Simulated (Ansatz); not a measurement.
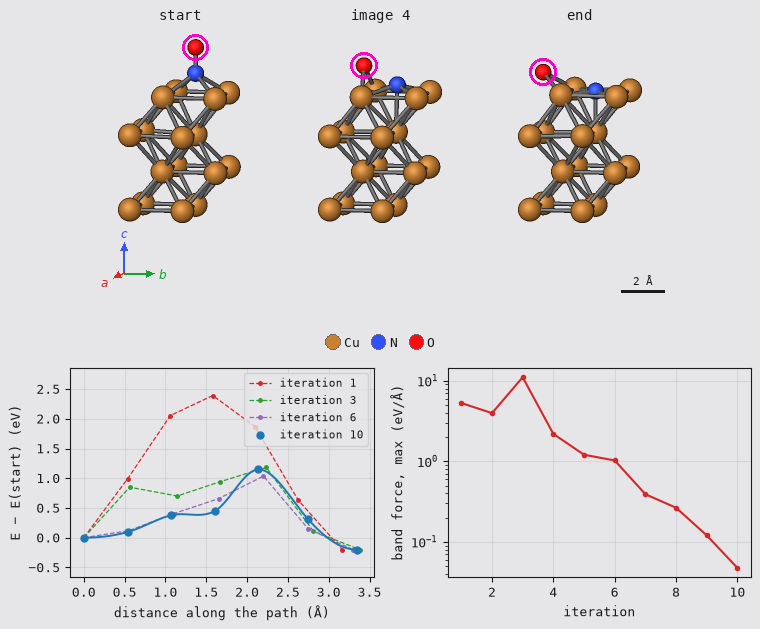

A search for the minimum-energy path of NO on Cu(100) (18 atoms in the cell) by the nudged elastic band. Images are numbered from 0 (start) to 6 (end). The plot follows the band through its iterations. The picture is a ball-and-stick view of the simulation cell, with the vacuum cut short (origin moved), seen slightly off an axis. The moving atom is ringed, with any periodic copies. Bonds to atoms that aren't drawn are left out.

Level of theory: Ansatz 0.2.0, DFT PBEsol, scalar-relativistic, plane waves, PAW.

Input
```yaml
crystal:
  lattice:
    - [5.105311, 0.0, 0.0]
    - [0.0, 5.105311, 0.0]
    - [0.0, 0.0, 17.415]
  atoms:
    - { symbol: Cu, position: [0.25, 0.25, 0.0574218] }
    - { symbol: Cu, position: [0.75, 0.25, 0.0574218] }
    - { symbol: Cu, position: [0.25, 0.75, 0.0574218] }
    - { symbol: Cu, position: [0.75, 0.75, 0.0574218] }
    - { symbol: Cu, position: [0.00274605, 0.00288218, 0.15486473] }
    - { symbol: Cu, position: [0.497088, 0.00289059, 0.15486117] }
    - { symbol: Cu, position: [0.00274952, 0.49723321, 0.15486865] }
    - { symbol: Cu, position: [0.49708979, 0.49722564, 0.15486492] }
    - { symbol: Cu, position: [0.24975612, 0.25016744, 0.26009091] }
    - { symbol: Cu, position: [0.74978635, 0.25013558, 0.2575345] }
    - { symbol: Cu, position: [0.24981591, 0.75016321, 0.25753703] }
    - { symbol: Cu, position: [0.74978994, 0.7501583, 0.24989939] }
    - { symbol: Cu, position: [-0.00177682, -0.00135883, 0.35698313] }
    - { symbol: Cu, position: [0.50126703, -0.00134062, 0.35699475] }
    - { symbol: Cu, position: [-0.00176924, 0.50172678, 0.35698206] }
    - { symbol: Cu, position: [0.50131888, 0.50169649, 0.35697673] }
    - { symbol: "N", position: [0.7496088, 0.75031813, 0.41644732] }
    - { symbol: O, position: [0.74952286, 0.75024684, 0.48692966] }
basis:
  ecutwfc: 420.0
kpoints:
  mp_grid: { grid: [3, 3, 1] }
hamiltonian:
  xc: pbesol
scf:
  occupations: { method: gaussian, width: 0.1 }
  lower_state_search: "off"
neb:
  images: 5
  f_tol: 0.05
  initial_path: idpp
  max_iterations: 80
  constraints: [{ sites: [0, 1, 2, 3] }]
  final_atoms:
    - { symbol: Cu, position: [0.25, 0.25, 0.05742176] }
    - { symbol: Cu, position: [0.74999999, 0.25, 0.05742176] }
    - { symbol: Cu, position: [0.25, 0.74999999, 0.05742176] }
    - { symbol: Cu, position: [0.74999999, 0.74999999, 0.05742176] }
    - { symbol: Cu, position: [0.00252033, -0.0023346, 0.15498602] }
    - { symbol: Cu, position: [0.49742624, -0.00232405, 0.15498369] }
    - { symbol: Cu, position: [0.00251533, 0.5023733, 0.15498465] }
    - { symbol: Cu, position: [0.49743161, 0.50236213, 0.15498055] }
    - { symbol: Cu, position: [0.24994406, 0.25004824, 0.25770202] }
    - { symbol: Cu, position: [0.74994171, 0.25003932, 0.25192441] }
    - { symbol: Cu, position: [0.24989971, 0.7500452, 0.26225253] }
    - { symbol: Cu, position: [0.74988806, 0.7500375, 0.25557941] }
    - { symbol: Cu, position: [0.00684919, 0.01364206, 0.36351486] }
    - { symbol: Cu, position: [0.4929232, 0.01361493, 0.36352212] }
    - { symbol: Cu, position: [0.00684963, 0.48649028, 0.36351131] }
    - { symbol: Cu, position: [0.49293501, 0.48650553, 0.36351707] }
    - { symbol: "N", position: [0.74989902, 0.75006785, 0.36761221] }
    - { symbol: O, position: [0.74985838, 0.25005888, 0.41537608] }
  order_check: true
```

Launched with:
```bash
ansatz run input.yaml --threads 4 --pin off --max-ram 10240MiB --backend cpu --events-out ev --progress --plain --runs-dir out
```

How did the profile develop, and is the result final?

Answer. The result is final at these settings. The band converged in 10 iterations. The largest component of the band force went from 5.3 to 0.047 eV/Å. The climbing image converged on the top of the path. A check of its curvatures found one unstable direction (−8 eV/Å²), as a transition state must have. The first iteration put the highest image at 2.39 eV. Forward barrier 1.15 eV, backward barrier 1.35 eV, with image 4 at the top; the reaction energy is −0.20 eV.

Limits of the set-up: the cell has an odd number of electrons but was run without spin polarisation; the k-point mesh is coarse for a cell with partly filled bands; the periodic images lie only 5.1 Å apart, so the values are limited by the cell's size.
